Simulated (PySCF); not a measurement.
**C4H7FGe: electronic excitations**

Aim: predict the electronic excitations of C4H7FGe (`F[C@@H]1C=C[CH2][GeH2]1`).

The runs use PySCF 2.14.0, with density-fitted response routines of our own; the level of theory stands in each step. All values are computed, except where a source is named. Atoms count from 0, in the outputs and in this text.

## 1. Starting geometry

13 atoms, charge 0, multiplicity 1; geometry from: GFN2-xTB.

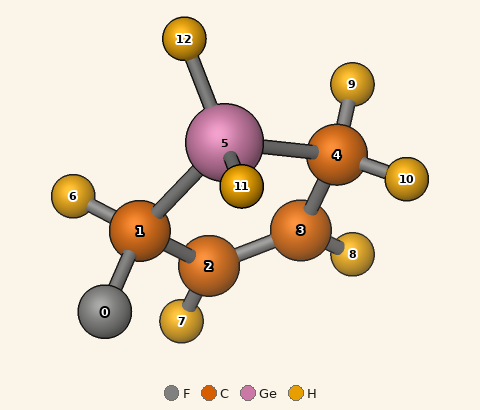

As it starts; fluorine grey, carbon orange, germanium pink, hydrogen amber, atoms numbered.

## 2. TDDFT and polarisability: CAM-B3LYP/def2-SVPD

Job settings and geometry (Å):

```
{"job": {"kind": "uv", "xc": "CAM-B3LYP", "basis": "def2-SVPD", "nstates": 8, "ntriplets": 3}, "charge": 0, "multiplicity": 1}
F     -2.065521    -0.462114    -1.310095
C     -1.363245    -0.299776    -0.117563
C     -0.848356     1.102313    -0.007333
C      0.447621     1.314660     0.154632
C      1.415574     0.172202     0.244945
Ge     0.290464    -1.423289    -0.112600
H     -2.088872    -0.517343     0.673711
H     -1.564830     1.906222    -0.090493
H      0.848784     2.315632     0.235868
H      1.863083     0.140886     1.240355
H      2.233392     0.313718    -0.462842
H      0.509788    -2.093638    -1.434836
H      0.317729    -2.468986     0.968521
```

Method: TDDFT CAM-B3LYP/def2-SVPD, vertical, gas phase, core orbitals frozen in the response.

The run is started by

```bash
$ OMP_NUM_THREADS=1 python probes_run.py task.json out
```

One launch serves the whole session: the jobs run in the order shown.

The program printed:

```text
coarse grid: 50744 points
cycle   1  E = -2332.9532060490  dE =  1.736e-01  |g| = 6.079e-01  |ddm| = 6.154e+00
cycle   2  E = -2332.9445425536  dE =  8.663e-03  |g| = 7.067e-01  |ddm| = 1.339e+00
cycle   3  E = -2333.0144622900  dE = -6.992e-02  |g| = 7.000e-02  |ddm| = 6.795e-01
cycle   4  E = -2333.0151641895  dE = -7.019e-04  |g| = 3.545e-02  |ddm| = 1.253e-01
cycle   5  E = -2333.0153707012  dE = -2.065e-04  |g| = 4.346e-03  |ddm| = 5.458e-02
cycle   6  E = -2333.0153743719  dE = -3.671e-06  |g| = 1.279e-03  |ddm| = 1.274e-02
final grid: 107080 points
cycle   7  E = -2333.0153211668  dE = -1.187e-07  |g| = 1.297e-03  |ddm| = 5.604e-03
cycle   8  E = -2333.0153210950  dE =  7.183e-08  |g| = 1.430e-03  |ddm| = 5.728e-03
cycle   9  E = -2333.0153215556  dE = -4.606e-07  |g| = 1.426e-04  |ddm| = 2.675e-03
cycle  10  E = -2333.0153215605  dE = -4.879e-09  |g| = 1.653e-05  |ddm| = 2.386e-04
cycle  11  E = -2333.0153215608  dE = -3.142e-10  |g| = 1.089e-05  |ddm| = 1.044e-04
converged SCF energy = -2333.0153215608

Static polarisability (au): isotropic 74.140, principal 60.020 80.890 81.510

Singlet excitations
state   eV       nm        f      main configurations
  1   6.5529    189.2   0.02231   H->L 0.57, H-1->L 0.29
  2   7.0743    175.3   0.04870   H-1->L 0.33, H->L 0.25, H->L+2 0.13
  3   7.1681    173.0   0.07046   H->L+1 0.65, H-1->L 0.17
  4   7.3234    169.3   0.03826   H->L+2 0.71, H->L 0.10
  5   7.6205    162.7   0.00911   H-1->L+1 0.68
  6   7.8003    158.9   0.04232   H-1->L+2 0.53, H-2->L 0.19
  7   7.9146    156.7   0.02273   H-2->L 0.46, H-1->L+2 0.18, H->L+3 0.10
  8   8.0187    154.6   0.00403   H->L+4 0.30, H->L+5 0.18, H-2->L 0.17

Triplet excitations (Tamm-Dancoff, eV): 4.4482 6.4118 6.7420
```

Run time: 89 s. Hardware: 1 thread of Arm Neoverse V1, shared host; peak memory 0.89 GiB.

Frontier orbitals and where they lie:

```tsv
orbital	eV	atoms
HOMO−3	-10.91	Ge5 28 %, H11 18 %, H12 16 %
HOMO−2	-10.45	Ge5 26 %, C4 22 %, H12 12 %
HOMO−1	-9.43	C1 18 %, C4 17 %, Ge5 16 %
HOMO	-8.89	C2 26 %, C3 25 %, C1 12 %
LUMO	1.01	C3 26 %, C2 18 %, C1 9 %
LUMO+1	1.07	Ge5 40 %, C3 10 %, C4 8 %
LUMO+2	1.32	Ge5 36 %, H12 11 %, H11 9 %
```

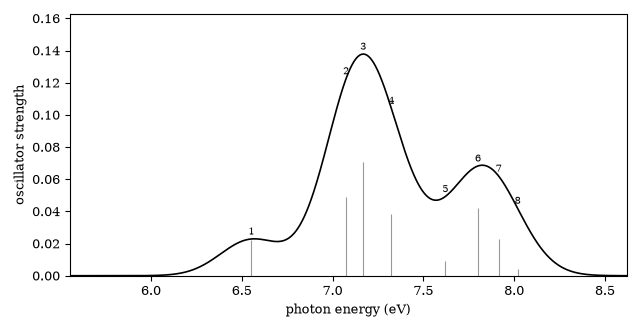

Absorption spectrum from the 8 singlet states computed; above the last one it falls off for lack of states. Lines are broadened to a width of 0.40 eV (Gaussian).

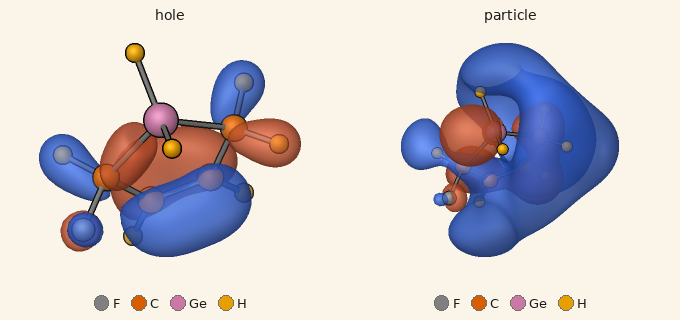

Leading natural transition orbitals of singlet state 3: the electron leaves the hole (left) for the particle orbital (right).

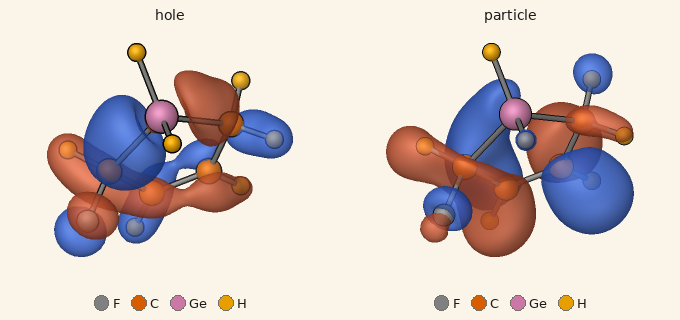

Leading natural transition orbitals of singlet state 1: the electron leaves the hole (left) for the particle orbital (right).

Ground-state properties from the same run:

```tsv
property	computed
dipole moment (D)	2.30
polarisability (Å³)	10.99
HOMO–LUMO gap (eV)	9.91
−ε(HOMO) (eV)	8.89
```

Orbitals, density, ELF and potential are computed afterwards from the orbital file.

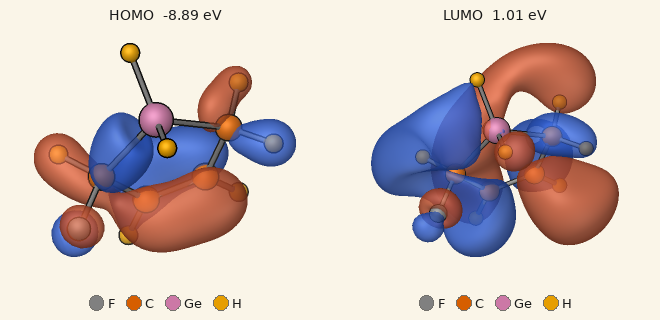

Frontier orbitals at CAM-B3LYP/def2-SVPD; each surface holds 70 % of the orbital's density, blue and red mark the sign.

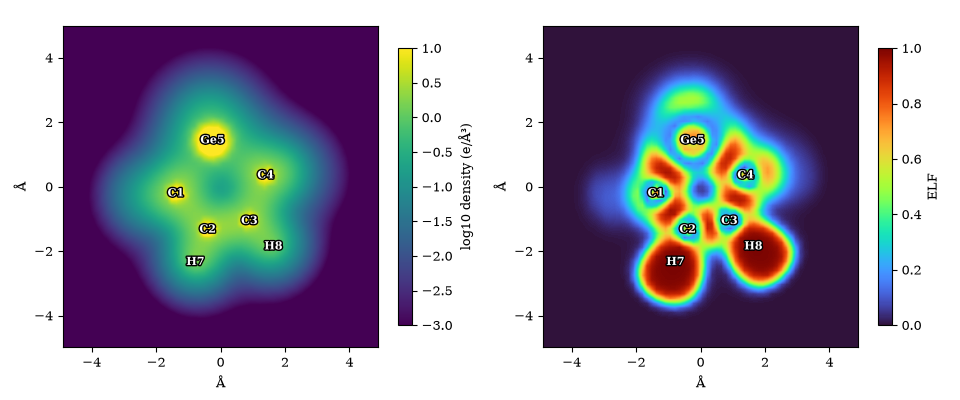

Density (left) and ELF (right) in a plane through or near 7 of the atoms.

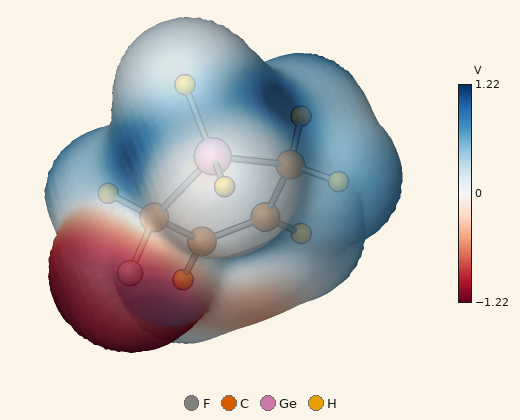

Electrostatic potential on the surface of density 0.002 e/bohr³; red is low, blue high. It runs, from the 1st to the 99th percentile, from -1.22 V near F0 to 1.10 V near Ge5.

## 3. Results

| quantity | value |
| --- | --- |
| lowest singlet (CAM-B3LYP/def2-SVPD) | 6.55 eV (189 nm), f = 0.022 |
| brightest single state of those computed | state 3, 7.17 eV, f = 0.070 |
| lowest triplet | 4.45 eV |
| surface potential, 1st and 99th percentile | -1.22 V and 1.10 V |

In words: The first singlet state (HOMO→LUMO 0.57, HOMO−1→LUMO 0.29) lies at 6.55 eV and is weak; of the 8 states computed, the strongest absorption comes from state 3 at 7.17 eV. The lowest triplet lies 2.10 eV below the lowest singlet (triplets in Tamm-Dancoff, singlets in full TDDFT).
